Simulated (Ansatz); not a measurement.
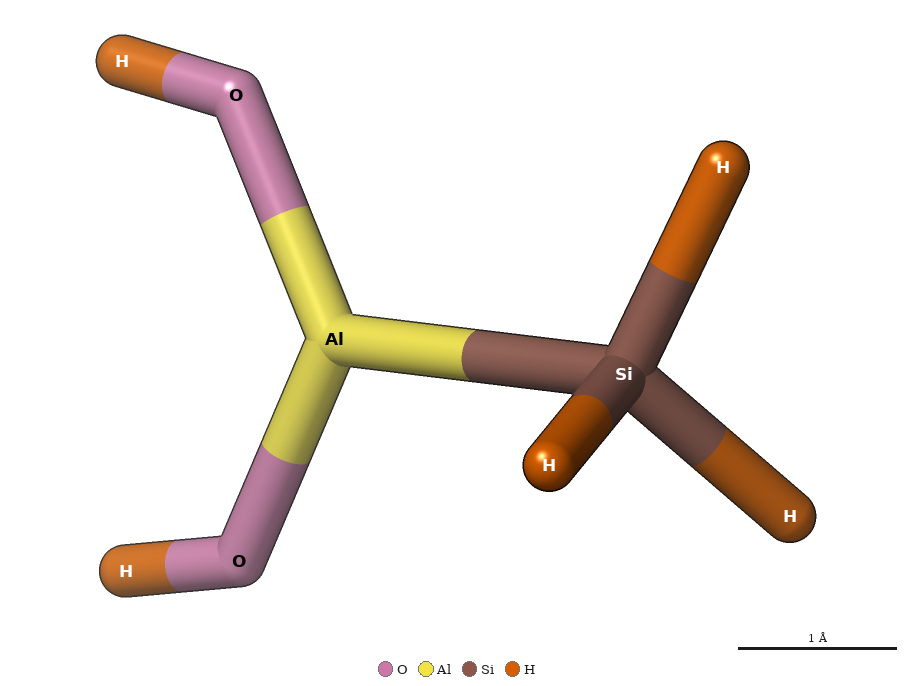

The structure as it stands in the input.

Ansatz 0.2.0 input:

```yaml
crystal:
  periodic: [false, false, false]
  atoms:
    - {symbol: O, position_ang: [-0.376462, 1.492710, -1.454114]}
    - {symbol: Al, position_ang: [0.393354, 0.442612, -0.370277]}
    - {symbol: O, position_ang: [2.071393, 0.387905, -0.144289]}
    - {symbol: Si, position_ang: [-0.972566, -1.094655, 0.928638]}
    - {symbol: H, position_ang: [0.045550, 2.131539, -2.025203]}
    - {symbol: H, position_ang: [2.727298, 0.919818, -0.590380]}
    - {symbol: H, position_ang: [-0.835152, -2.483609, 0.405714]}
    - {symbol: H, position_ang: [-2.414475, -0.730073, 0.876183]}
    - {symbol: H, position_ang: [-0.550339, -1.112546, 2.356729]}
basis:
  gaussian: {orbitals: "6-31++G**"}
hamiltonian: {xc: {name: rPW86-PBE}, dispersion: rvv10}
output: {forces: true}
```

Command:

```sh
ansatz run in.yaml --threads 2 --pin off --events-out ev --progress --plain --max-ram 4352MiB
```

Result:

```
Functional definition: rPW86-PBE+rVV10
  name "rPW86-PBE+rVV10"
  cite "Murray, Lee & Langreth, J. Chem. Theory Comput. 5, 2754 (2009) doi:10.1021/ct900365q"
  cite "Perdew, Burke & Ernzerhof, Phys. Rev. Lett. 77, 3865 (1996) doi:10.1103/PhysRevLett.77.3865"
  cite "Vydrov & Van Voorhis, J. Chem. Phys. 133, 244103 (2010) doi:10.1063/1.3521275"
  cite "Sabatini, Gorni & de Gironcoli, Phys. Rev. B 87, 041108(R) (2013) doi:10.1103/PhysRevB.87.041108"
  parent "pbe"
  exchange = rpw86_x
  correlation = pbe_c + rvv10(6.3, 0.0093)
1084 factors; their error is unknown
mean field evaluation 1: about -18653.5980 eV, gradient 9.7e1 eV
mean field evaluation 2: about -18517.9234 eV, gradient 2.3e2 eV
mean field evaluation 4: about -18669.7766 eV, gradient 1.4e1 eV
mean field evaluation 8: about -18670.5594 eV, gradient 4.8e-2 eV
mean field evaluation 16: about -18670.4979 eV, gradient 3.4e-5 eV
mean field -18670.49790857 eV, -686.1281428218 hartree, gradient 3.4e-5 eV, S^2 0.000000; 0 other end points of the search recorded, 0 dependent functions left out
the calculation of the forces begins
reference -18670.49811202 eV, -686.1281502985 hartree; 24, 24 occupied and 90, 90 virtual orbitals, 1084 factors
Total energy: -18670.49811202 eV, -686.1281502985 hartree
Atom 0 at    -0.376462     1.492710    -1.454114 Å, force    -0.740456     0.151951    -0.214751 eV/Å
Atom 1 at     0.393354     0.442612    -0.370277 Å, force    -0.563404    -0.615452     0.527322 eV/Å
Atom 2 at     2.071393     0.387905    -0.144289 Å, force     0.499372    -0.404370     0.445996 eV/Å
Atom 3 at    -0.972566    -1.094655     0.928638 Å, force     0.058696     0.068978    -0.056430 eV/Å
Atom 4 at     0.045550     2.131539    -2.025203 Å, force     0.266200     0.525189    -0.478939 eV/Å
Atom 5 at     2.727298     0.919818    -0.590380 Å, force     0.573567     0.384838    -0.313781 eV/Å
Atom 6 at    -0.835152    -2.483609     0.405714 Å, force     0.012953    -0.148813    -0.053357 eV/Å
Atom 7 at    -2.414475    -0.730073     0.876183 Å, force    -0.152371     0.040093    -0.007592 eV/Å
Atom 8 at    -0.550339    -1.112546     2.356729 Å, force     0.045443    -0.002413     0.151532 eV/Å
Dipole moment:     0.293642     0.323356    -0.277093 e Å
```

Self-consistency was reached.
